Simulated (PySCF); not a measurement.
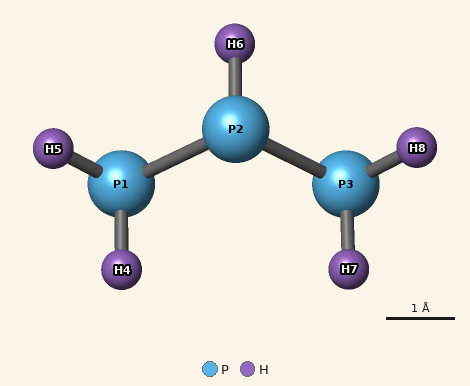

Figure 1. The input geometry of run A (ball-and-stick view, seen on its broad side; atoms are numbered from 1 in the order of the input). Bond lengths as drawn: H–P 1.43 Å and P–P 2.25 Å.

# Two runs on P3H5

System: P3H5, SMILES PPP.
Method of run A: GIAO PBE0/cc-pVTZ NMR shielding, non-relativistic, gas phase (PySCF 2.14.0).

The geometry comes from this level: PBE0-D3(BJ)/def2-SVP. Text and figures count atoms from 1; the logs count them from 0 in places.

### Input, run A
```
{"job": {"kind": "nmr", "xc": "PBE0", "basis": "cc-pVTZ", "pop": true}, "charge": 0, "multiplicity": 1}
P      1.698040    -0.176321    -0.175661
P     -0.012299    -0.500508     1.245498
P     -1.607450    -0.356282    -0.329040
H      1.626795     1.248307    -0.061822
H      2.682396    -0.263310     0.858867
H      0.070036    -1.924960     1.120899
H     -1.717855     1.064619    -0.201568
H     -2.666499    -0.576398     0.607396
```

The first line tells a small driver script what to run in PySCF; the rest is the geometry in Å.

Launched with:
```bash
OMP_NUM_THREADS=1 python <driver script> task.json out
```

Hardware: 1 CPU thread, shared host.

### Output (run A)
```
coarse grid: 7976 points
cycle   1  E = -1026.6877810861  dE = -9.297e-02  |g| = 1.372e-01  |ddm| = 4.354e+00
cycle   2  E = -1026.6910472489  dE = -3.266e-03  |g| = 5.847e-02  |ddm| = 4.682e-01
cycle   3  E = -1026.6918301063  dE = -7.829e-04  |g| = 3.725e-02  |ddm| = 1.988e-01
cycle   4  E = -1026.6922770474  dE = -4.469e-04  |g| = 5.259e-03  |ddm| = 6.380e-02
cycle   5  E = -1026.6922848735  dE = -7.826e-06  |g| = 2.774e-03  |ddm| = 1.346e-02
final grid: 62640 points
cycle   6  E = -1026.7085723769  dE = -1.962e-05  |g| = 5.884e-03  |ddm| = 4.109e-02
cycle   7  E = -1026.7085680932  dE =  4.284e-06  |g| = 6.506e-03  |ddm| = 2.232e-02
cycle   8  E = -1026.7085821054  dE = -1.401e-05  |g| = 1.001e-03  |ddm| = 1.267e-02
cycle   9  E = -1026.7085824121  dE = -3.067e-07  |g| = 1.415e-04  |ddm| = 1.759e-03
cycle  10  E = -1026.7085824188  dE = -6.650e-09  |g| = 3.679e-05  |ddm| = 2.791e-04
cycle  11  E = -1026.7085824192  dE = -4.666e-10  |g| = 6.730e-06  |ddm| = 5.647e-05
converged SCF energy = -1026.7085824192

GIAO shielding tensors (ppm)
atom      isotropic    diamagn.    paramagn.     s11        s22        s33       span
  0 P      529.387     967.100    -437.712    457.931    545.979    584.252    126.321
  1 P      488.227     966.638    -478.411    415.481    483.919    565.281    149.800
  2 P      529.302     967.135    -437.833    457.788    546.089    584.030    126.241
  3 H       29.041      29.300      -0.259     24.202     27.356     35.566     11.365
  4 H       28.391      28.493      -0.102     23.361     26.023     35.789     12.428
  5 H       28.595      29.050      -0.455     23.802     26.827     35.157     11.355
  6 H       29.031      29.306      -0.275     24.194     27.317     35.583     11.388
  7 H       28.384      28.507      -0.123     23.369     26.020     35.765     12.396
```

For run B the input was changed thus:
```diff
-"basis": "cc-pVTZ"
+"basis": "cc-pVDZ"
```

What does this change do to the results?

The total energy of run B is 27.6 kcal/mol higher, which measures the change of basis and not a stability. The HOMO goes from −6.61 to −6.54 eV. The LUMO goes from −0.41 to −0.15 eV. The dipole moment goes from 0.64 to 0.74 D. Of all shieldings, the largest change is that of P2, by +41.0 ppm. The number of SCF iterations is the same. The basis functions go from 172 to 79.

### Output (run B)
```
coarse grid: 7976 points
cycle   1  E = -1026.6455409697  dE = -6.641e-02  |g| = 8.700e-02  |ddm| = 4.442e+00
cycle   2  E = -1026.6479651237  dE = -2.424e-03  |g| = 5.666e-02  |ddm| = 4.215e-01
cycle   3  E = -1026.6490197766  dE = -1.055e-03  |g| = 1.981e-02  |ddm| = 1.942e-01
cycle   4  E = -1026.6491531545  dE = -1.334e-04  |g| = 6.650e-03  |ddm| = 5.878e-02
cycle   5  E = -1026.6491696733  dE = -1.652e-05  |g| = 1.549e-03  |ddm| = 1.963e-02
cycle   6  E = -1026.6491705621  dE = -8.889e-07  |g| = 3.024e-04  |ddm| = 4.123e-03
final grid: 62640 points
cycle   7  E = -1026.6645382759  dE = -6.512e-06  |g| = 1.950e-03  |ddm| = 4.020e-02
cycle   8  E = -1026.6645387675  dE = -4.916e-07  |g| = 1.630e-03  |ddm| = 1.198e-02
cycle   9  E = -1026.6645396817  dE = -9.142e-07  |g| = 2.341e-04  |ddm| = 5.229e-03
cycle  10  E = -1026.6645397026  dE = -2.093e-08  |g| = 3.396e-05  |ddm| = 4.772e-04
cycle  11  E = -1026.6645397029  dE = -3.299e-10  |g| = 1.947e-05  |ddm| = 1.122e-04
converged SCF energy = -1026.6645397029

GIAO shielding tensors (ppm)
atom      isotropic    diamagn.    paramagn.     s11        s22        s33       span
  0 P      569.367     965.908    -396.541    501.882    585.462    620.759    118.877
  1 P      529.276     966.258    -436.982    453.598    533.179    601.050    147.452
  2 P      569.397     965.936    -396.540    501.946    585.571    620.673    118.727
  3 H       29.165      29.373      -0.208     24.153     27.363     35.978     11.825
  4 H       28.578      28.514       0.063     23.355     26.132     36.247     12.892
  5 H       28.698      29.137      -0.439     23.905     26.773     35.414     11.509
  6 H       29.156      29.378      -0.221     24.146     27.326     35.996     11.850
  7 H       28.572      28.530       0.042     23.361     26.128     36.226     12.865
```

### The two runs side by side

| quantity | run A | run B |
| --- | --- | --- |
| outcome | converged | converged |
| total energy (hartree) | −1026.708582 | −1026.664540 |
| HOMO (eV) | −6.61 | −6.54 |
| LUMO (eV) | −0.41 | −0.15 |
| dipole moment (D) | 0.64 | 0.74 |
| shielding of P1 (ppm) | 529.4 | 569.4 |
| shielding of P2 (ppm) | 488.2 | 529.3 |
| shielding of P3 (ppm) | 529.3 | 569.4 |
| shielding of H4 (ppm) | 29.0 | 29.2 |
| shielding of H5 (ppm) | 28.4 | 28.6 |
| shielding of H7 (ppm) | 29.0 | 29.2 |
| shielding of H8 (ppm) | 28.4 | 28.6 |
| SCF iterations | 11 | 11 |
| basis functions | 172 | 79 |
| wall time (shared host) | 10 s | 3.8 s |
